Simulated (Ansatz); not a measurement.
# How fast states decay through CsBe2BBrO3F, part 2 of 3

Aim: relax a made-up compound, CsBe2BBrO3F, and see how good a tunnel barrier it would be. It is built by putting Br for part of the F in the CsBe2BO3F2 structure of space group R32, with the volume rescaled by atomic radii. The parent structure comes from the Materials Project.

Ansatz 0.2.0; PBE DFT, plane waves, PAW files (the session's first sound run).

So far. Step 2 (Relaxing the new crystal): The largest force component on a free atom ends at 0.0043 eV/Å.

The structure was built from a prototype and need not be the compound's stable phase.

### Step 3. Band edges

The energy window and the wavevectors of the next steps follow from the band edges, so these are searched first, off the mesh as well.

input.yaml

```yaml
crystal:
  lattice:
    - [2.2509984981, 1.2996145888, 8.7791063852]
    - [-2.2509984981, 1.2996145888, 8.7791063852]
    - [0.0, -2.5992291777, 8.7791063852]
  atoms:
    - { symbol: Cs, position: [0.0232664303, 0.0232664303, 0.0232664303] }
    - { symbol: Be, position: [0.8068862553, 0.8068862553, 0.8068862553] }
    - { symbol: Be, position: [0.179476551, 0.179476551, 0.179476551] }
    - { symbol: B, position: [0.4947316895, 0.4947316895, 0.4947316895] }
    - { symbol: O, position: [0.18805202, 0.8029305567, 0.4906754932] }
    - { symbol: O, position: [0.4906754932, 0.18805202, 0.8029305567] }
    - { symbol: O, position: [0.8029305567, 0.4906754932, 0.18805202] }
    - { symbol: F, position: [0.7478531239, 0.7478531239, 0.7478531239] }
    - { symbol: Br, position: [0.2661278801, 0.2661278801, 0.2661278801] }
kpoints:
  mp_grid: { grid: [6, 6, 6] }
  band_path: { path: [VBM, CBM], npoints: 30 }
scf:
  occupations: { method: fixed }
hamiltonian:
  xc: pbe
output:
  eigenvalues: true
  write_potential: true
  write_density: true
  volumetric_format: npy
  elf: true
```

The run is started by

```
> ansatz run input.yaml --threads 2 --pin off --max-ram 4096MiB --backend cpu --events-out ev --progress --plain --runs-dir out
```

Numbers of over 12 decimals in the logs are rounded to 6 here.

The program printed:

```text
[...]
Crystal: 9 atoms, lattice volume = 154.096 Å³
Basis set: ecut = 420 eV, 3017 PW (Γ), FFT grids on a1−a2, a2, −a2+a3
Bands: 33, of which v1, the nominal top of the filled ones, is band 24 counted from 1 (23 counted from 0)
Symmetry: 3 space group operations
[...]
k-points: 40 of 216 (time reversal used)
[...]
SCF iter   1: F=—  HF=-11318.487098 eV  |F-HF|=—  |Δ(HF+E_count)|=         —  Δρ=1.59e-3  dr2=1.35e-2  ethr=1.77e-3  ⟨swp⟩=5.1  Hψ=5508  notcnv=0  defer=275
[...]
SCF iter   8: F=-11318.484456 eV  HF=-11318.484456 eV  |F-HF|=1.77e-8  |Δ(HF+E_count)|=   3.05e-8  Δρ=2.11e-6  dr2=7.88e-9  ethr=2.08e-10  ⟨swp⟩=3.0  Hψ=3332  notcnv=0
SCF 1 converged in 8 iterations: F = -11318.484456 eV  dr2 = 7.88e-9
[...]
NSCF: frozen V_eff on 40 k-points
[...]
SCF converged after 8 iterations
Free energy (F): -11318.484456 eV
[...]
Internal energy: -11318.484456 eV  (E = F + TS)
E sigma→0 (E₀):  -11318.484456 eV
Fermi energy:    2.768999 eV
[...]
--- Band table (eV; the first three rows and the last of 40) ---
  k-point 0: bands = [... 20 lower, 1.1292, 1.4751, 2.7614, 2.7614, 7.2252, 8.4205, 9.3869, 10.0413, ... 5 higher]
  k-point 1: bands = [... 20 lower, 0.9769, 1.6009, 2.5516, 2.7248, 7.7111, 8.6793, 9.1996, 9.7907, ... 5 higher]
  k-point 2: bands = [... 20 lower, 0.8112, 1.7442, 2.2088, 2.6542, 8.0824, 9.0511, 9.3015, 10.0962, ... 5 higher]
  k-point 39: bands = [... 20 lower, 1.1282, 1.3517, 2.7637, 2.7637, 7.7421, 8.7560, 8.9936, 9.3802, ... 5 higher]
```

Wall time 35 s (2 threads of Arm Neoverse V2, shared host); peak memory 0.49 GiB.

Numbers from this step:

* free energy: -11318.4845 eV
* Fermi energy: 2.769 eV
* gap on the k-mesh: 4.456 eV
* gap on path: 4.456 eV, by band count; negative where bands overlap
* direct gap on path: 4.464 eV
* edge places on path: 0, 0.2013 1/A along the path

The electronic bands at the labelled points (eV, zero at the Fermi level (highest filled level under fixed occupations); v1 is the highest filled band, c1 the lowest empty one):

```csv
point,v4,v3,v2,v1,c1,c2,c3,c4
VBM,-1.64,-1.37,-0.01,0.00,4.73,5.80,6.45,7.02
CBM,-1.64,-1.29,-0.01,-0.01,4.46,5.65,6.62,7.27
```

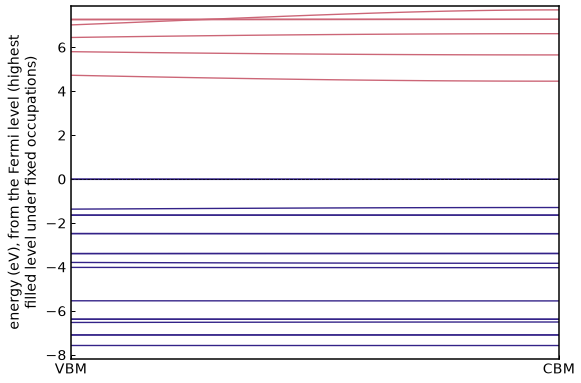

Electronic bands along the path; lines of filled and empty bands in two colours.

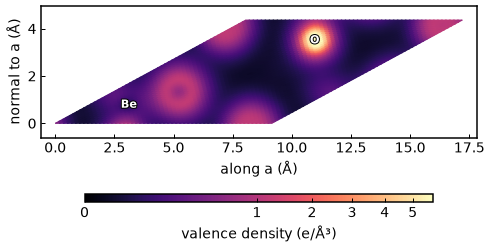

Valence density in the ac plane of the cell as run, not the conventional one, at fractional y = 0.179, with atoms of Be and O within 0.2 Å of it. It is the smooth field of the valence electrons, not physical close to the nuclei. The colour scale is stretched toward low values.

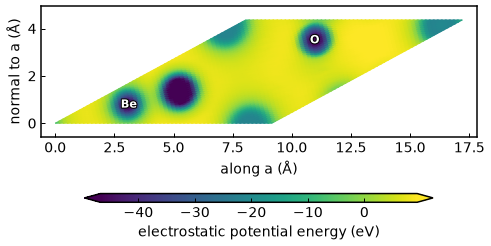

Electrostatic potential energy in the ac plane of the cell as run, not the conventional one, at fractional y = 0.179, with atoms of Be and O within 0.2 Å of it. With pseudopotentials it is smooth inside the atoms' cores, unlike the true potential.

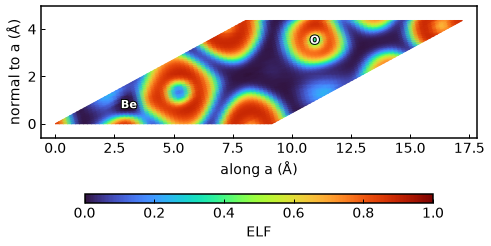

ELF in the ac plane of the cell as run, not the conventional one, at fractional y = 0.179, with atoms of Be and O within 0.2 Å of it. It is the smooth field of the valence electrons, not physical close to the nuclei.

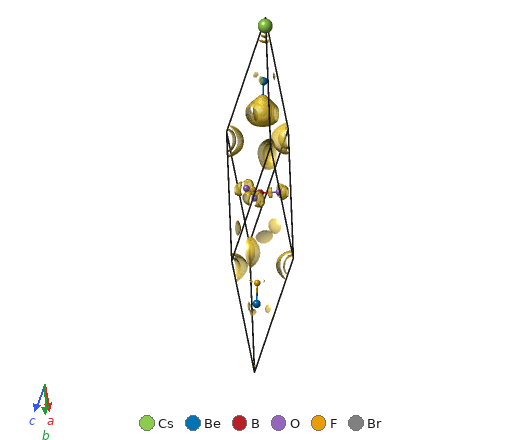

Surface of ELF = 0.82. Drawn on the cell as run, not the conventional one. Bonds to atoms that aren't drawn are left out.

The searched edges give 4.46 eV, as on the mesh.

### Step 4. Decaying states in the gap, plane (001)

This step: PBE DFT, plane waves, PAW files; complex bands by layer matching along the plane's normal (Ansatz 0.2.0).

The same crystal is laid in a cell whose first two vectors span the (001) plane (indices of the standard conventional cell, whose axes can be ordered otherwise than in the bulk input). At fixed energy and wavevector in the plane the solver finds all kz, real and complex. A few wavevectors are listed, (0, 0) and (0.5, 0) in units of the plane's reciprocal vectors; the slowest state needn't be among them.

input.yaml

```yaml
crystal:
  lattice:
    - [4.501996996, 0.0, 0.0]
    - [2.250998498, 3.898843766, 0.0]
    - [2.250998498, -1.299614589, 8.779106385]
  atoms:
    - { symbol: Cs, position: [0.0465328606, 0.9767335697, 0.9302007091] }
    - { symbol: Be, position: [0.6137725106, 0.1931137447, 0.5793412341] }
    - { symbol: Be, position: [0.358953102, 0.820523449, 0.461570347] }
    - { symbol: B, position: [0.989463379, 0.5052683105, 0.5158049315] }
    - { symbol: O, position: [0.9909825767, 0.1970694433, 0.5183419301] }
    - { symbol: O, position: [0.6787275132, 0.81194798, 0.5183419301] }
    - { symbol: O, position: [0.2936060499, 0.5093245068, 0.5183419301] }
    - { symbol: F, position: [0.4957062478, 0.2521468761, 0.7564406283] }
    - { symbol: Br, position: [0.5322557602, 0.7338721199, 0.2016163597] }
kpoints:
  mp_grid: { grid: [6, 6, 6] }
scf:
  occupations: { method: fixed }
hamiltonian:
  xc: pbe
output:
  eigenvalues: true
  transmission:
    leads: [[0, 0]]
    kpoints: [[0.0, 0.0], [0.5, 0.0]]
    e_range: [-1.0, 5.46]
    de: 0.13
```

The program printed:

```text
[...]
Crystal: 9 atoms, lattice volume = 154.096 Å³
Basis set: ecut = 420 eV, 3017 PW (Γ)
Bands: 33, of which v1, the nominal top of the filled ones, is band 24 counted from 1 (23 counted from 0)
Symmetry: 3 space group operations
[...]
k-points: 40 of 216 (time reversal used)
[...]
SCF iter   1: F=—  HF=-11318.487376 eV  |F-HF|=—  |Δ(HF+E_count)|=         —  Δρ=1.59e-3  dr2=1.35e-2  ethr=1.77e-3  ⟨swp⟩=5.1  Hψ=5516  notcnv=0  defer=274
[...]
SCF iter   8: F=-11318.484456 eV  HF=-11318.484456 eV  |F-HF|=1.62e-8  |Δ(HF+E_count)|=   2.79e-8  Δρ=2.16e-6  dr2=7.90e-9  ethr=2.08e-10  ⟨swp⟩=3.0  Hψ=3295  notcnv=0
SCF 1 converged in 8 iterations: F = -11318.484456 eV  dr2 = 7.90e-9
[...]
transmission: 14 of 28 steps passed
transmission: 28 of 28 steps passed
SCF converged after 8 iterations
Free energy (F): -11318.484456 eV
[...]
Internal energy: -11318.484456 eV  (E = F + TS)
E sigma→0 (E₀):  -11318.484456 eV
Fermi energy:    2.768999 eV
[...]
--- Band table (eV; the first three rows and the last of 40) ---
  k-point 0: bands = [... 20 lower, 1.1292, 1.4751, 2.7614, 2.7614, 7.2252, 8.4205, 9.3869, 10.0413, ... 5 higher]
  k-point 1: bands = [... 20 lower, 1.1317, 1.4446, 2.7561, 2.7678, 7.3293, 8.4750, 9.3237, 10.0275, ... 5 higher]
  k-point 2: bands = [... 20 lower, 1.1311, 1.3829, 2.7572, 2.7690, 7.5794, 8.6214, 9.1519, 9.6329, ... 5 higher]
  k-point 39: bands = [... 20 lower, 0.5780, 1.8605, 2.1738, 2.3653, 8.7615, 9.4563, 9.6477, 10.1873, ... 5 higher]
--- Transmission ---
  basis      : 151 plane waves across, 14 finite elements along
  points     : 2, as listed
  energies   : 50 from -1.000000 to 5.370000 eV about the Fermi level, 0.130000 eV apart; the leads are filled to 2.228095 eV, and channels, transmission and decay are at 2.250000 eV
  crystal 0  : F1Cs1Br1Be2B1O3, at the sites [0, 0], period 8.7791 Å: whole cells are its period
    offset         : up to 0.0000 Å between an atom of the period and one for which it stands
    channels       : 0.000000e0 a spin
    conductance    : none, the energies end too early or step too widely for 300 K: set another output.transmission.e_range or a lower de, or, where they end at an eighth of basis.ecutwfc, a higher one
    slowest decay  : 0.4166 /Å at (0.0000, 0.0000)
```

Wall time 26 s (2 threads); peak memory 0.57 GiB.

This step gave:

* level to which the leads are filled: 2.228 eV from the Fermi level
* decay constant at the filling level, zone centre: 0.4166 Å⁻¹
* decay constant at the filling level, slowest listed point: 0.4166 Å⁻¹

K parallel (0, 0); values up to 1.5 1/Å, a degenerate pair printed once or twice; energies at which all values exceed this have no row. Im kz of the slowest decaying states against energy, zero at the highest filled level on the SCF mesh:

```csv
energy (eV),decay 1 (Å⁻¹),decay 2 (Å⁻¹),decay 3 (Å⁻¹),decay 4 (Å⁻¹)
-1.000,0.280,0.576,0.923,1.11
-0.480,0.380,0.538,0.906,1.11
0.040,0.297,0.423,0.885,1.10
0.560,0.443,0.595,0.858,1.09
0.950,0.448,0.658,0.836,1.07
1.470,0.443,0.707,0.802,1.05
1.990,0.428,0.736,0.763,1.02
2.510,0.402,0.720,0.753,0.995
3.030,0.362,0.671,0.760,0.963
3.550,0.305,0.614,0.761,0.927
3.940,0.240,0.565,0.757,0.898
4.460,0.486,0.748,0.854,0.896
4.980,0.0223,0.380,0.732,0.806
```

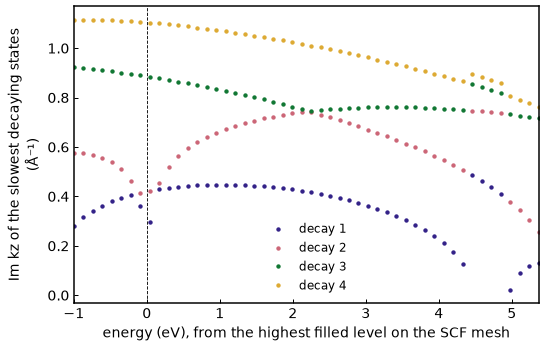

Im kz of the slowest decaying states against energy.

K parallel (0.5, 0); values up to 1.5 1/Å, a degenerate pair printed once or twice; energies at which all values exceed this have no row. Table of Im kz of the slowest decaying states by energy, zero at the highest filled level on the SCF mesh:

```csv
energy (eV),decay 1 (Å⁻¹),decay 2 (Å⁻¹),decay 3 (Å⁻¹),decay 4 (Å⁻¹)
-1.00,0.472,0.518,0.952,1.32
0.04,0.483,0.850,1.16,1.37
0.95,0.602,0.859,1.28,1.30
1.99,0.625,0.798,1.07,1.13
3.03,0.612,0.680,0.900,1.19
3.94,0.538,0.585,0.840,1.13
4.98,0.243,0.522,0.779,1.05
```

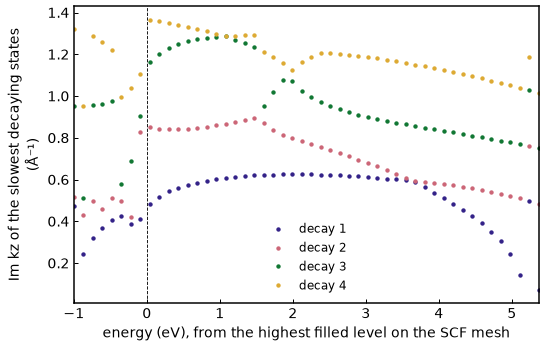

Im kz of the slowest decaying states, plotted against energy.

At the listed wavevectors the last open channel is at -1.00 eV and the next at +4.46 eV on the grid, wider than the gap, since narrow bands can fall between grid energies. At +2.25 eV, the grid energy nearest the filling level (the middle of the gap on the SCF mesh), the slowest state at the listed wavevectors decays with κ = 0.417 Å⁻¹, its amplitude falling by e over 2.4 Å. Through 1 nm of this crystal that state's transmission falls by exp(−2 × 0.417 Å⁻¹ × 10 Å) = 2.4e-4.

### Step 5. Decaying states in the gap, plane (101)

The same for the (101) plane, at (0, 0) and (0.2812, 0), to see how the decay depends on direction.

input.yaml

```yaml
crystal:
  lattice:
    - [9.155801507, 0.0, 0.0]
    - [1.10683794, 4.363815616, 0.0]
    - [1.10683794, 2.041538652, 3.856813018]
  atoms:
    - { symbol: Cs, position: [0.0697992909, 0.9767335697, 0.9767335697] }
    - { symbol: Be, position: [0.4206587659, 0.1931137447, 0.1931137447] }
    - { symbol: Be, position: [0.538429653, 0.820523449, 0.820523449] }
    - { symbol: B, position: [0.4841950685, 0.5052683105, 0.5052683105] }
    - { symbol: O, position: [0.4816580699, 0.1970694433, 0.5093245068] }
    - { symbol: O, position: [0.4816580699, 0.81194798, 0.1970694433] }
    - { symbol: O, position: [0.4816580699, 0.5093245068, 0.81194798] }
    - { symbol: F, position: [0.2435593717, 0.2521468761, 0.2521468761] }
    - { symbol: Br, position: [0.7983836403, 0.7338721199, 0.7338721199] }
kpoints:
  mp_grid: { grid: [6, 6, 6] }
scf:
  occupations: { method: fixed }
hamiltonian:
  xc: pbe
output:
  eigenvalues: true
  transmission:
    leads: [[0, 0]]
    kpoints: [[0.0, 0.0], [0.2812, 0.0]]
    e_range: [-1.0, 5.46]
    de: 0.13
```

The program printed:

```text
[...]
Crystal: 9 atoms, lattice volume = 154.096 Å³
Basis set: ecut = 420 eV, 3017 PW (Γ)
Bands: 33, of which v1, the nominal top of the filled ones, is band 24 counted from 1 (23 counted from 0)
Symmetry: 3 space group operations
[...]
k-points: 40 of 216 (time reversal used)
[...]
SCF iter   1: F=—  HF=-11318.487203 eV  |F-HF|=—  |Δ(HF+E_count)|=         —  Δρ=1.59e-3  dr2=1.35e-2  ethr=1.77e-3  ⟨swp⟩=5.2  Hψ=5507  notcnv=0  defer=275
[...]
SCF iter   8: F=-11318.484451 eV  HF=-11318.484451 eV  |F-HF|=1.72e-8  |Δ(HF+E_count)|=   3.09e-8  Δρ=2.08e-6  dr2=7.74e-9  ethr=2.08e-10  ⟨swp⟩=3.0  Hψ=3367  notcnv=0
SCF 1 converged in 8 iterations: F = -11318.484451 eV  dr2 = 7.74e-9
[...]
transmission: 7 of 14 steps passed
transmission: 14 of 14 steps passed
SCF converged after 8 iterations
Free energy (F): -11318.484451 eV
[...]
Internal energy: -11318.484451 eV  (E = F + TS)
E sigma→0 (E₀):  -11318.484451 eV
Fermi energy:    2.768999 eV
[...]
--- Band table (eV; the first three rows and the last of 40) ---
  k-point 0: bands = [... 20 lower, 1.1292, 1.4751, 2.7614, 2.7614, 7.2252, 8.4205, 9.3869, 10.0413, ... 5 higher]
  k-point 1: bands = [... 20 lower, 0.9769, 1.6009, 2.5516, 2.7248, 7.7111, 8.6793, 9.1996, 9.7907, ... 5 higher]
  k-point 2: bands = [... 20 lower, 0.8112, 1.7442, 2.2088, 2.6542, 8.0823, 9.0511, 9.3015, 10.0962, ... 5 higher]
  k-point 39: bands = [... 20 lower, 1.1282, 1.3517, 2.7637, 2.7637, 7.7421, 8.7560, 8.9936, 9.3802, ... 5 higher]
--- Transmission ---
  basis      : 351 plane waves across, 7 finite elements along
  points     : 2, as listed
[...]
crystal 0  : Br1O3Be2Cs1F1B1, at the sites [0, 0], period 3.8568 Å: whole cells are its period
[...]
channels       : 0.000000e0 a spin
[...]
slowest decay  : 0.4033 /Å at (0.0000, 0.0000)
```

It took 97 s on 2 threads; peak memory 1.2 GiB.

Numbers from this step:

```yaml
decay_constant_at_the_filling_level_zone_centre: 0.4033 Å⁻¹
decay_constant_at_the_filling_level_slowest_listed_point: 0.4033 Å⁻¹
```

K parallel (0, 0); values up to 1.5 1/Å, a degenerate pair printed once or twice; energies at which all values exceed this have no row. The Im kz of the slowest decaying states by energy, zero at the highest filled level on the SCF mesh:

```csv
energy (eV),decay 1 (Å⁻¹),decay 2 (Å⁻¹),decay 3 (Å⁻¹),decay 4 (Å⁻¹)
-1.000,0.339,0.351,0.425,0.435
-0.480,0.417,0.477,0.536,0.672
0.040,0.116,0.278,0.474,0.560
0.560,0.331,0.521,0.610,0.655
0.950,0.380,0.550,0.637,0.687
1.470,0.406,0.578,0.666,0.726
1.990,0.409,0.597,0.691,0.732
2.510,0.394,0.607,0.677,0.722
3.030,0.361,0.596,0.634,0.665
3.550,0.307,0.543,0.625,0.657
3.940,0.242,0.497,0.622,0.637
4.460,0.427,0.481,0.616,0.635
4.980,0.264,0.336,0.613,0.623
```

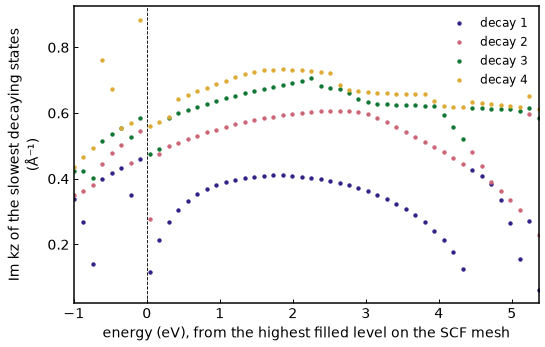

Im kz of the slowest decaying states against energy.

K parallel (0.2812, 0); values up to 1.5 1/Å, a degenerate pair printed once or twice; energies at which all values exceed this have no row. The Im kz of the slowest decaying states by energy, zero at the highest filled level on the SCF mesh:

```csv
energy (eV),decay 1 (Å⁻¹),decay 2 (Å⁻¹),decay 3 (Å⁻¹),decay 4 (Å⁻¹)
-1.000,0.341,0.342,0.347,0.454
-0.480,0.419,0.446,0.479,0.513
0.040,0.114,0.273,0.471,0.551
0.560,0.344,0.511,0.593,0.619
0.950,0.401,0.537,0.608,0.657
1.470,0.434,0.567,0.622,0.675
1.990,0.443,0.590,0.631,0.655
2.510,0.433,0.607,0.621,0.636
3.030,0.407,0.592,0.602,0.637
3.550,0.362,0.541,0.608,0.633
3.940,0.309,0.500,0.609,0.610
4.460,0.190,0.438,0.496,0.605
4.980,0.311,0.360,0.561,0.596
```

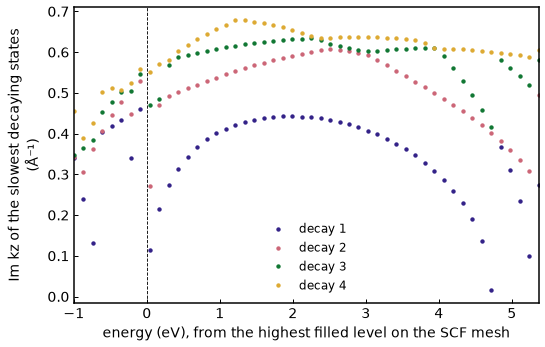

Im kz of the slowest decaying states, plotted against energy.

At the listed wavevectors the last open channel is at -0.09 eV and the next at +4.46 eV on the grid. At +2.25 eV, the grid energy nearest the filling level (the middle of the gap on the SCF mesh), the slowest state at the listed wavevectors decays with κ = 0.403 Å⁻¹, its amplitude falling by e over 2.5 Å; the first such run, plane (001), gave 0.417 Å⁻¹.

(Continued in part 3 of 3.)

[Logs are printed without paths, hosts, clocks, repeated set-up lines and the standing remarks that a program may print on its own settings, such as how far it seeks lower states.]

[Hosts, paths, dates, database ids (printed as entryN), source tags and the programs' standing remarks are cut or masked in the printed files.]
